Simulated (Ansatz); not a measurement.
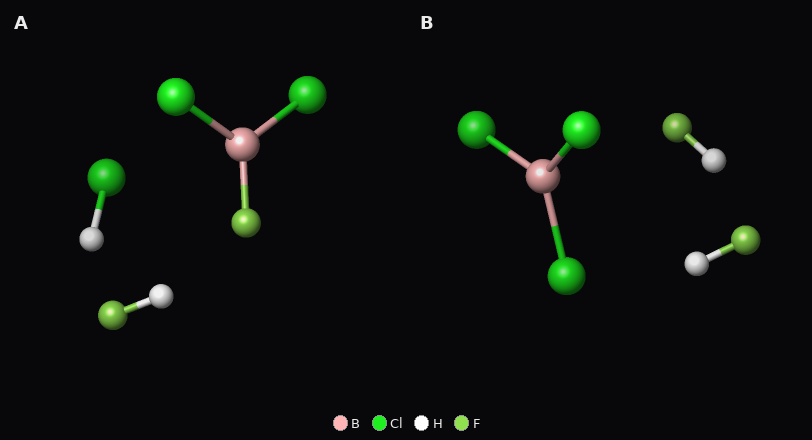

2 stationary structures of one formula. Geometries: PBE0-D4/def2-TZVP. Electronic energies: PBE-D4/def2-SVP (Ansatz 0.2.0), without zero-point energy. Each is one conformer, not always the lowest.

> Which structure is the most stable?

A is lowest (C1, a minimum); B lies 0.535 eV above it (C1, a minimum).
